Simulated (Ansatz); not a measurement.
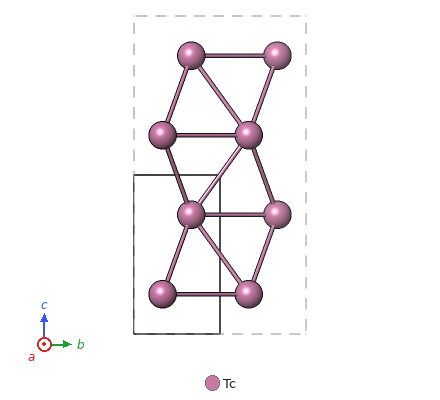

The structure, seen along [100]; the drawing may span several cells.

Given this structure, the geometry relaxed at fixed volume with Ansatz, DFT PBE, spin-orbit coupling, plane waves, PAW, written in its standard cell:

```cif
data_structure
_symmetry_space_group_name_H-M 'P6_3/mmc'
_symmetry_Int_Tables_number 194
_cell_length_a 2.7551
_cell_length_b 2.7551
_cell_length_c 4.4048
_cell_angle_alpha 90.000
_cell_angle_beta 90.000
_cell_angle_gamma 120.000
_cell_volume 28.96
loop_
_atom_site_label
_atom_site_type_symbol
_atom_site_symmetry_multiplicity
_atom_site_Wyckoff_symbol
_atom_site_fract_x
_atom_site_fract_y
_atom_site_fract_z
_atom_site_occupancy
Tc1 Tc 2 d 0.33333 0.66667 0.75000 1
```

> Predict the [100] zone-axis pattern (300 kV, kinematic, B = 1 Å²).

The spots form a rectangular net whose two shortest vectors correspond to d = 4.40 Å and 2.39 Å, 90.0° apart. They are 0 0 1 (itself extinct) and 0 1 0. The pattern has symmetry 2mm. A screw axis and a glide plane both extinguish reflections such as 0 0 1, 0 0 3, 0 0 5; reflections such as 0 3 -1, 0 3 1, 0 3 3 are allowed by the space group but vanish because the atoms sit on special positions.

Strongest reflections with d > 0.80 Å, one of each family (|F|² from tabulated Gaussian fits of the electron scattering factors, times a small damping for the curvature of the Ewald sphere):

```tsv
hkl	d (Å)	I (strongest = 100)
0 0 2	2.202	100
0 1 1	2.098	68
0 1 0	2.386	29
0 1 3	1.250	18
0 0 4	1.101	16
0 2 1	1.152	14
```

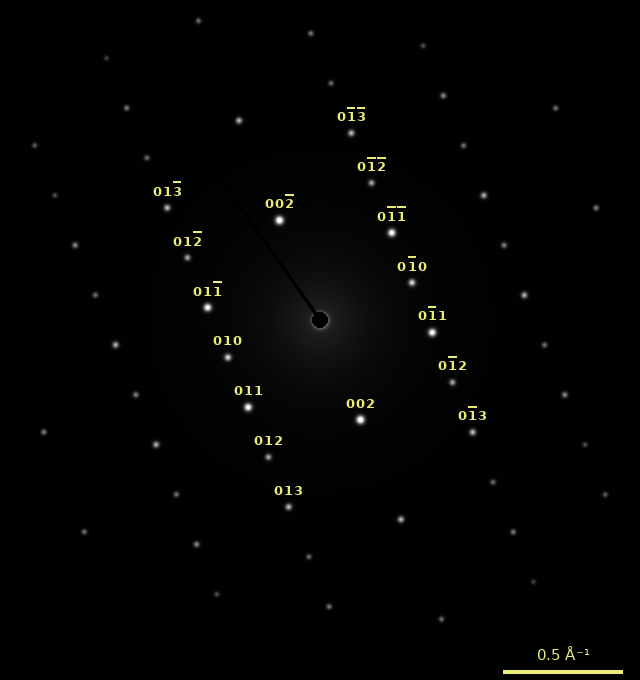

Calculated pattern, seen from the source side with [100] pointing towards the source.
